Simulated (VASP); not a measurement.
Band structure of PbTe (rock salt). Calculation: PBE GGA with D3 dispersion (zero damping), VASP's PBE PAW potentials (set 64) (plane waves; VASP 6.6.1).

Unless said otherwise, spin-orbit coupling is left out, though it shifts the bands of the heavy elements here.

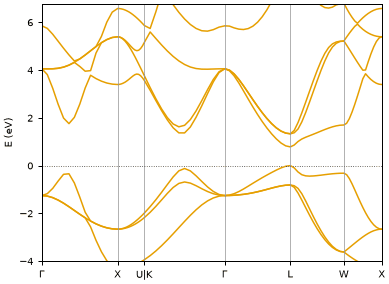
Figure: Bands along high-symmetry lines, zero at the valence-band maximum or, without a gap, the Fermi level

Task: Read the plot: is there a gap, and where are the band edges?

Result: The gap is direct, 0.78 eV, from the valence maximum at L to the conduction minimum at L. (Edges off the drawn lines would not show.)

The compound is PbTe in the rock salt structure. It was relaxed first.
